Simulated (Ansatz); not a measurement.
# Molecular dynamics of C₂H₄FNOSi (part 2 of 2)

Continued. System: C₂H₄FNOSi. Method: RKS BLYP-d3bjatm/6-31G* (Ansatz 0.2.0). The geometry comes from this level: PBE0-D4/def2-TZVP.

Geometry of the input (Å):
```
C  0.0842  -1.0832  -1.1458
O  0.5867  -0.8360  0.1572
Si 0.0816  0.2614  1.2154
F  -1.3692  -0.0483  1.7745
C  -0.0804  1.8929  0.3523
N  -0.1458  2.8937  -0.2132
H  0.8182  -1.6897  -1.6753
H  -0.0678  -0.1490  -1.6940
H  -0.8604  -1.6290  -1.0930
H  1.0359  0.3358  2.3251
```

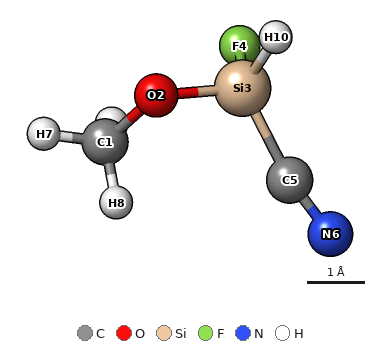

**Figure 1.** The geometry at step 26 of the log (ball-and-stick view, seen on its broad side; atoms are numbered from 1 in the order of the input).

**Trajectory as extended XYZ, continued**
```
10
Properties=species:S:1:pos:R:3:forces:R:3 step=3 time_fs=6.0 energy=-16270.45651 temperature=321.3
C     0.0418   -1.0829   -1.1240    0.8660   0.3745  -1.3869
O     0.6161   -0.8653    0.1776   -0.0426  -0.1320  -0.2374
Si    0.0848    0.2859    1.2099    1.7303  -0.9091   1.0973
F    -1.3650   -0.0618    1.7490   -1.1581  -0.1679   0.6040
C    -0.1165    1.8595    0.3371    0.1598   2.9951  -1.2594
N    -0.1345    2.9306   -0.1953   -0.0388  -2.0205   0.9129
H     0.7866   -1.6942   -1.6704   -0.3008  -0.3459   0.1949
H     0.0792   -0.1180   -1.7603   -0.8598  -0.9393   0.9900
H    -0.9358   -1.6422   -1.0787    0.5417   0.7779  -0.0922
H     1.1398    0.2420    2.3522   -0.8978   0.3672  -0.8232
10
Properties=species:S:1:pos:R:3:forces:R:3 step=5 time_fs=10.0 energy=-16270.56953 temperature=402.2
C     0.0318   -1.0843   -1.1254    0.2362   0.4786   0.2287
O     0.6364   -0.8873    0.1888   -0.4289   0.3382  -0.3191
Si    0.0979    0.2978    1.2130   -0.7472  -1.3695  -1.3439
F    -1.3740   -0.0726    1.7381   -0.4840   0.0506   0.4005
C    -0.1381    1.8713    0.3135    0.3519   0.5239   0.0831
N    -0.1277    2.9376   -0.1760   -0.1252   0.1442  -0.2104
H     0.7009   -1.7501   -1.6280    0.5683  -0.7687  -0.5965
H     0.0328   -0.1408   -1.7113   -0.3357  -0.1097   0.2417
H    -0.9616   -1.5631   -1.0810   -0.0398   0.2801   0.1800
H     1.0618    0.2398    2.2329    1.0043   0.4322   1.3358
10
Properties=species:S:1:pos:R:3:forces:R:3 step=8 time_fs=16.0 energy=-16270.51667 temperature=363.3
C     0.0317   -1.0941   -1.1213   -1.0441   0.5956   0.1041
O     0.6589   -0.9133    0.1994   -0.3748   0.5857  -0.4019
Si    0.1115    0.3017    1.2067    0.0211  -1.2741   0.4207
F    -1.3930   -0.0877    1.7272    0.5538   0.2627   0.0872
C    -0.1619    1.8866    0.2865    0.4554  -1.0180   0.7577
N    -0.1196    2.9622   -0.1559   -0.1269   1.2103  -0.6724
H     0.6145   -1.8862   -1.6483   -0.2561   0.7320   0.0360
H    -0.0876   -0.0891   -1.6571    0.8019  -1.0921   0.2061
H    -1.0463   -1.4171   -1.0213    0.7868  -0.2138   0.1848
H     1.1496    0.3586    2.3454   -0.8171   0.2117  -0.7224
10
Properties=species:S:1:pos:R:3:forces:R:3 step=11 time_fs=22.0 energy=-16270.49653 temperature=354.9
C     0.0113   -1.0919   -1.1007    1.0468  -1.9557   0.3869
O     0.6740   -0.9271    0.2020    0.1279   0.5687  -0.1031
Si    0.1217    0.2904    1.2015   -1.0083  -0.6534  -0.0160
F    -1.4027   -0.0982    1.7182    1.0010   0.2415  -0.0595
C    -0.1721    1.8861    0.2763    0.6006   2.2762  -0.6488
N    -0.1154    3.0060   -0.1486   -0.2827  -2.3134   0.7091
H     0.5141   -1.9173   -1.7252   -0.3795   1.0309   1.0272
H     0.0094   -0.1835   -1.6354    0.2096   1.4732  -0.9535
H    -1.0031   -1.3686   -0.9020   -1.0600  -0.4753  -0.0310
H     1.0742    0.5417    2.3324   -0.2555  -0.1926  -0.3114
10
Properties=species:S:1:pos:R:3:forces:R:3 step=13 time_fs=26.0 energy=-16270.42356 temperature=281.2
C    -0.0052   -1.0949   -1.0769    0.3626   0.0119  -0.7156
O     0.6849   -0.9297    0.2018    0.2187   0.4542   0.1030
Si    0.1225    0.2776    1.1983   -2.5635  -0.0814  -1.9590
F    -1.3995   -0.1027    1.7117    0.9038   0.1188  -0.0649
C    -0.1696    1.9155    0.2616    0.4476  -1.7088   0.7838
N    -0.1161    3.0094   -0.1361   -0.1110   1.0920  -0.5565
H     0.4767   -1.8922   -1.7075   -0.1238   0.2091   0.8863
H     0.1318   -0.1606   -1.7044   -0.6887  -0.5497   0.6489
H    -1.0503   -1.3963   -0.8384    0.2387   0.3922  -0.6009
H     0.9580    0.6403    2.2521    1.3156   0.0618   1.4748
10
Properties=species:S:1:pos:R:3:forces:R:3 step=16 time_fs=32.0 energy=-16270.44100 temperature=291.5
C    -0.0275   -1.0895   -1.0472    1.7046  -2.1496  -0.3439
O     0.7044   -0.9255    0.2039   -0.1801   0.4207   0.3735
Si    0.1036    0.2611    1.1803    0.3906   1.6874   0.8652
F    -1.3826   -0.1082    1.7014    0.0176  -0.1442   0.1254
C    -0.1553    1.9195    0.2577    0.3564  -0.0642   0.0803
N    -0.1196    3.0359   -0.1284   -0.1403  -0.6850   0.0932
H     0.4814   -1.9636   -1.5708   -0.6153   0.7473   0.4657
H     0.1248   -0.2323   -1.6591   -0.1273   1.1285  -0.7385
H    -1.0658   -1.3345   -0.8910   -0.7460  -0.0225   0.1464
H     1.0166    0.7400    2.3711   -0.6601  -0.9185  -1.0674
10
Properties=species:S:1:pos:R:3:forces:R:3 step=18 time_fs=36.0 energy=-16270.48886 temperature=328.7
C    -0.0288   -1.0989   -1.0295    0.5207  -0.7822  -1.0556
O     0.7158   -0.9179    0.2091   -0.5103   0.4028   0.1665
Si    0.0910    0.2602    1.1714    0.6713   1.4291   0.3675
F    -1.3700   -0.1131    1.6955   -0.6904  -0.2725   0.2813
C    -0.1402    1.9113    0.2601    0.2384   2.2811  -0.7437
N    -0.1235    3.0525   -0.1249   -0.1255  -2.8386   0.8196
H     0.4621   -2.0176   -1.4714   -0.6594   0.9370  -0.0974
H     0.0599   -0.1919   -1.6730    0.3486  -0.4515   0.0441
H    -1.1244   -1.2647   -0.9326    0.3160  -0.2160   0.5138
H     0.9819    0.6574    2.3142   -0.1094  -0.4893  -0.2961
10
Properties=species:S:1:pos:R:3:forces:R:3 step=21 time_fs=42.0 energy=-16270.54296 temperature=375.8
C    -0.0311   -1.1109   -1.0175    0.6188  -1.4758  -0.2078
O     0.7239   -0.8998    0.2181   -0.4631   0.0771  -0.6577
Si    0.0764    0.2723    1.1577    0.7957   0.9403  -0.2095
F    -1.3625   -0.1243    1.6910   -1.1726  -0.1733   0.2920
C    -0.1121    1.9353    0.2529    0.1288  -2.6910   1.1562
N    -0.1317    3.0341   -0.1081   -0.0823   2.0535  -0.8510
H     0.3716   -2.0720   -1.4556   -0.3651   0.9490   0.0907
H     0.0662   -0.2619   -1.6809    0.5014   0.3994  -0.5766
H    -1.1050   -1.2213   -0.8580   -0.3799  -0.2972   0.4000
H     0.9896    0.4397    2.2634    0.4182   0.2180   0.5637
10
Properties=species:S:1:pos:R:3:forces:R:3 step=24 time_fs=48.0 energy=-16270.32781 temperature=202.6
C    -0.0307   -1.1388   -1.0091   -0.8740   2.1289  -0.0978
O     0.7232   -0.8804    0.2139    0.1036  -0.4002  -1.0299
Si    0.0725    0.2946    1.1442    1.7267  -0.3218   2.0351
F    -1.3747   -0.1383    1.6914   -0.5147   0.1650  -0.0195
C    -0.0808    1.9132    0.2679   -0.1859   1.6516  -0.2786
N    -0.1417    3.0416   -0.1040    0.0925  -1.5108   0.3221
H     0.2628   -2.0310   -1.4910    0.7164  -1.5721  -0.2286
H     0.2007   -0.3070   -1.7951   -0.8345  -0.9057   1.2297
H    -1.1153   -1.2487   -0.6872    0.7395   0.3238  -0.9559
H     1.0878    0.2968    2.3428   -0.9695   0.4413  -0.9765
10
Properties=species:S:1:pos:R:3:forces:R:3 step=26 time_fs=52.0 energy=-16270.46616 temperature=302.7
C    -0.0335   -1.1482   -1.0052    0.2929  -0.7714  -0.5146
O     0.7229   -0.8713    0.1992    0.1256  -0.1909  -0.6050
Si    0.0812    0.3086    1.1474   -0.3774  -1.2750   0.4006
F    -1.3890   -0.1464    1.6919    0.1826   0.4353  -0.3045
C    -0.0620    1.9094    0.2787   -0.3517   2.3436  -0.5559
N    -0.1476    3.0374   -0.1006    0.1767  -1.8351   0.4372
H     0.2537   -2.1194   -1.4903    0.1186   0.3713   0.7241
H     0.1907   -0.3838   -1.7672   -0.4464   0.2322   0.0662
H    -1.0832   -1.2320   -0.7005   -0.3497   0.1586  -0.5791
H     0.9975    0.2779    2.2417    0.6288   0.5313   0.9309
10
Properties=species:S:1:pos:R:3:forces:R:3 step=29 time_fs=58.0 energy=-16270.49361 temperature=341.2
C    -0.0321   -1.1845   -1.0042   -1.4590   2.0335  -1.0253
O     0.7238   -0.8594    0.1687   -0.2683   0.4472   0.4224
Si    0.0899    0.3167    1.1559    0.0312  -1.2303   1.2595
F    -1.4064   -0.1516    1.6876    0.9007   0.6117  -0.4780
C    -0.0406    1.9356    0.2900   -0.0076  -2.7428   1.1831
N    -0.1544    3.0127   -0.0932   -0.2318   2.9655  -1.2224
H     0.2722   -2.1544   -1.3316    0.3575  -0.8429  -0.5376
H     0.1082   -0.3659   -1.8071    0.1889  -1.1632   0.7129
H    -1.1583   -1.1842   -0.8395    0.8979  -0.2517   0.1851
H     1.0313    0.3930    2.3400   -0.4095   0.1730  -0.4997
10
Properties=species:S:1:pos:R:3:forces:R:3 step=32 time_fs=64.0 energy=-16270.41530 temperature=297.7
C    -0.0539   -1.1993   -1.0247    1.6243  -3.0671   0.5144
O     0.7192   -0.8380    0.1462   -0.4391   0.6779   0.6881
Si    0.0967    0.3097    1.1768    0.0657  -0.8278   0.9819
F    -1.4084   -0.1461    1.6750    0.8312   0.4367  -0.2980
C    -0.0234    1.9206    0.3214   -0.7414   2.7059  -1.0299
N    -0.1637    3.0310   -0.1052    0.3844  -2.1810   0.7193
H     0.3431   -2.2774   -1.2602   -0.8874   1.7747  -0.0970
H     0.1201   -0.5187   -1.8036    0.7501   1.0988  -1.5690
H    -1.1144   -1.2200   -0.8984   -1.1726  -0.2455   0.6879
H     1.0092    0.5600    2.3721   -0.4151  -0.3726  -0.5977
10
Properties=species:S:1:pos:R:3:forces:R:3 step=34 time_fs=68.0 energy=-16270.49140 temperature=341.5
C    -0.0583   -1.2283   -1.0394    0.1473   0.9581  -0.2710
O     0.7112   -0.8160    0.1393   -0.2780   0.1075   0.1940
Si    0.1016    0.2990    1.1975   -1.4470  -0.2665  -1.8131
F    -1.4012   -0.1378    1.6634    0.4239   0.2087  -0.0528
C    -0.0218    1.9392    0.3318   -0.5554   0.6224  -0.2868
N    -0.1662    3.0250   -0.1077    0.1915  -0.5152   0.1214
H     0.2977   -2.2106   -1.2732    0.2089  -1.0206  -0.1824
H     0.2272   -0.5758   -1.9263   -0.6298  -0.2943   0.8931
H    -1.1602   -1.2865   -0.8339    0.6406   0.3139  -0.2377
H     0.9145    0.6163    2.2811    1.2981  -0.1141   1.6353
10
Properties=species:S:1:pos:R:3:forces:R:3 step=37 time_fs=74.0 energy=-16270.36350 temperature=239.7
C    -0.0580   -1.2557   -1.0627    1.7276  -2.6641   1.3010
O     0.6951   -0.7833    0.1303    0.1127  -0.6880  -0.6026
Si    0.0995    0.2837    1.2154    1.1274   1.5535   0.2114
F    -1.3858   -0.1227    1.6459   -0.5805  -0.1318   0.3475
C    -0.0301    1.9635    0.3490   -0.1436  -1.8793   0.9109
N    -0.1677    3.0192   -0.1150   -0.0848   1.4830  -0.7203
H     0.2814   -2.3525   -1.3196   -0.4077   1.6721   0.7631
H     0.2213   -0.6888   -1.9106    0.0165   1.2171  -1.0358
H    -1.0959   -1.2985   -0.8118   -1.0931   0.2124  -0.1750
H     1.0138    0.6223    2.4391   -0.6745  -0.7749  -1.0003
10
Properties=species:S:1:pos:R:3:forces:R:3 step=39 time_fs=78.0 energy=-16270.56030 temperature=392.3
C    -0.0408   -1.2932   -1.0646   -0.5182   1.4618   0.4668
O     0.6851   -0.7688    0.1182    0.2103  -0.8327  -0.5912
Si    0.1029    0.2825    1.2261    1.1418   1.0229  -0.2189
F    -1.3801   -0.1136    1.6373   -0.9533  -0.2248   0.4911
C    -0.0385    1.9524    0.3733   -0.4601   2.1438  -0.8170
N    -0.1697    3.0341   -0.1289    0.3492  -2.2957   1.0025
H     0.2524   -2.3213   -1.2545    0.3458  -0.3028   0.0611
H     0.1645   -0.6358   -1.9489    0.0622  -0.4022   0.4932
H    -1.1326   -1.2554   -0.8549    0.2865  -0.1376  -0.1556
H     1.0148    0.4992    2.4380   -0.4642  -0.4325  -0.7318
10
Properties=species:S:1:pos:R:3:forces:R:3 step=42 time_fs=84.0 energy=-16270.46053 temperature=322.1
C    -0.0310   -1.3080   -1.0548    0.5119  -1.4737   0.8420
O     0.6735   -0.7607    0.0910    0.1068  -0.1127   0.1977
Si    0.1156    0.2896    1.2347   -0.5281   0.0340  -2.1228
F    -1.3853   -0.1029    1.6316   -0.6006  -0.0304   0.3779
C    -0.0600    1.9781    0.3947    0.2086  -0.9553   0.8424
N    -0.1666    3.0164   -0.1321   -0.0478   0.5822  -0.3539
H     0.3162   -2.4217   -1.1636   -0.5687   1.9297  -0.1477
H     0.1302   -0.6746   -1.9034    0.8545   0.2263  -1.0592
H    -1.1068   -1.2487   -0.9398   -0.7071  -0.4117   0.5354
H     0.9842    0.2200    2.3583    0.7705   0.2116   0.8881
10
Properties=species:S:1:pos:R:3:forces:R:3 step=45 time_fs=90.0 energy=-16270.28587 temperature=196.9
C    -0.0242   -1.3219   -1.0316   -1.3903   3.1505  -1.6960
O     0.6649   -0.7557    0.0682    0.2767   0.4306   0.9179
Si    0.1258    0.2966    1.2232    0.2296  -1.0162   0.3012
F    -1.4008   -0.0929    1.6327    0.2267   0.1677   0.1508
C    -0.0771    1.9859    0.4356    0.3478  -0.2548   0.3990
N    -0.1636    3.0057   -0.1410   -0.0319   0.0617  -0.0155
H     0.3196   -2.2799   -1.1435    0.9299  -2.9566  -0.2469
H     0.2936   -0.7588   -2.0132   -0.8517  -0.6530   1.4468
H    -1.1600   -1.3551   -0.9045    1.1242   0.2856  -0.1704
H     1.0978    0.0269    2.4328   -0.8609   0.7845  -1.0870
10
Properties=species:S:1:pos:R:3:forces:R:3 step=47 time_fs=94.0 energy=-16270.39199 temperature=248.8
C    -0.0273   -1.3136   -1.0332    1.3573  -2.6090  -0.6745
O     0.6622   -0.7477    0.0630    0.3451   0.3335   0.5880
Si    0.1335    0.2953    1.2157   -1.3863  -0.9027  -0.5166
F    -1.4099   -0.0847    1.6352    0.6335   0.1954   0.0275
C    -0.0825    1.9797    0.4732    0.1666   2.5084  -1.3734
N    -0.1626    3.0052   -0.1501    0.1459  -2.3578   1.5082
H     0.3800   -2.4066   -1.1536   -0.7409   1.3791   0.3922
H     0.3173   -0.8605   -1.9679   -0.5260   0.5925  -0.2074
H    -1.1052   -1.3929   -0.8814   -0.3057   0.3479  -0.1800
H     1.0456    0.0323    2.3184    0.3105   0.5127   0.4359
10
Properties=species:S:1:pos:R:3:forces:R:3 step=50 time_fs=100.0 energy=-16270.45664 temperature=328.6
C    -0.0068   -1.3539   -1.0419   -1.5511   2.9974  -1.0608
O     0.6647   -0.7313    0.0635    0.4687  -0.4111  -0.4233
Si    0.1291    0.2861    1.1978   -1.0959   0.3583   0.6079
F    -1.4137   -0.0697    1.6394    0.7135   0.0421  -0.0014
C    -0.0855    2.0135    0.5054    0.4600  -2.2502   1.1433
N    -0.1591    2.9692   -0.1404   -0.1956   2.0457  -1.1589
H     0.3176   -2.3315   -1.0836    0.9108  -2.5412  -0.1966
H     0.2525   -0.8171   -2.0383   -0.3856  -0.6167   1.3951
H    -1.1305   -1.3597   -0.8884    0.8673   0.1304  -0.2233
H     1.0972    0.1703    2.3217   -0.1921   0.2452  -0.0820
```
